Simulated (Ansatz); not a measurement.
# Fields on a plane of HfO2 (fluorite)

```
HfO2
1.0
    0.00000     2.54906     2.54906
    2.54906     0.00000     2.54906
    2.54906     2.54906     0.00000
Hf O
1 2
Cartesian
  0.00000   0.00000   0.00000
  1.27453   1.27453   1.27453
  3.82359   3.82359   3.82359
```

The slice is a {111} plane (indices of the conventional cell) through the point (0.250, 0.250, 0.250) (fractional), spanned by u = [100] and v = [-1 2 0] in vectors of this cell: u (3.60 Å) and v (6.24 Å, at 90° to u). It covers one period; positions are fractions (u, v).

Atoms on it: O at (0.00, 0.00); O at (0.50, 0.50). Other atoms lie within 1 Å of the plane.

Computed with PBE (plane waves to 420 eV, PAW, scalar-relativistic; Ansatz, a program for electronic structure). k mesh 11×11×11. Near the nuclei the fields are pseudised (PAW); where an atom keeps semicore shells as valence, they peak there. HfO2 is run without spin polarisation. HfO2 was relaxed with its symmetry unable to fall. Spin-orbit coupling is left out, though Hf is heavy. The PAW data are Ansatz's earlier set. This is a high-temperature form of HfO2.

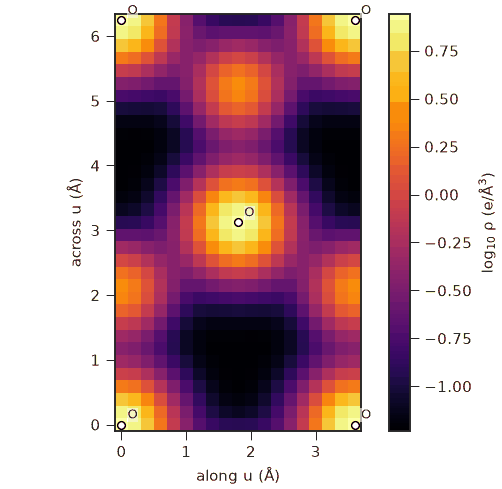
Figure. Log₁₀ of the valence density in e/Å³, one period of the plane, atoms marked. The scale is logarithmic, as a density can span decades between atoms and voids.

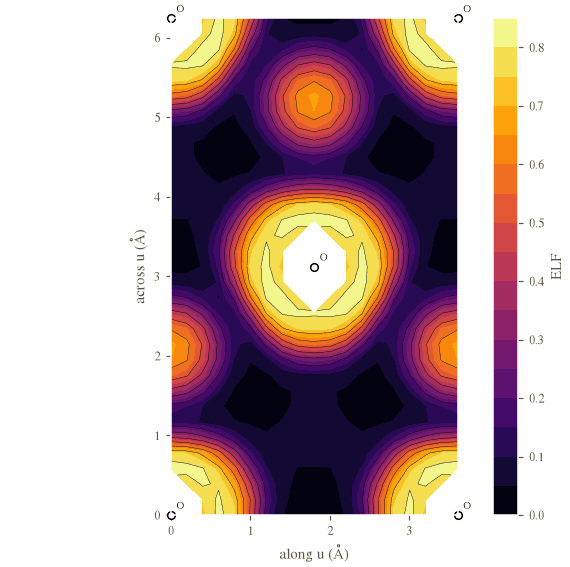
*Electron localisation function (ELF), one period of the plane, atoms marked. Points within 0.4 Å of a nucleus are left white, as the pseudised field means little there.*
